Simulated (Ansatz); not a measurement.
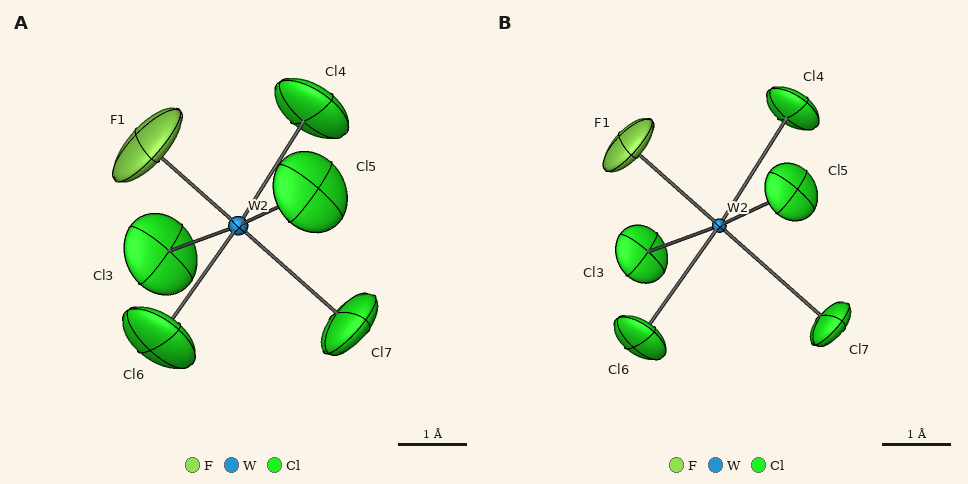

Displacement ellipsoids at the 50 % level, scaled by 3, from the internal vibrations of the free molecule (harmonic, no overall translation or rotation; no half-axis is drawn under 0.075 Å). Charge 0, singlet. Vibrations computed with RKS PBE0-D4/def2-TZVP, core potentials on W (Ansatz 0.2.0). One panel is for 298 K, the other for 600 K.

> Which panel is for 600 K?

A.

> How much does the mean-square displacement of Cl3 grow, and why?

U_eq goes from 0.0064 to 0.0126 Å², a factor of 2.0. Modes below kT (417 cm⁻¹ at 600 K) grow about in proportion to T, and the lowest lies at 85 cm⁻¹; the mean-square amplitude of a mode is its zero-point value times coth(ħω/2kT), which comes close to 1 only above about 3kT.
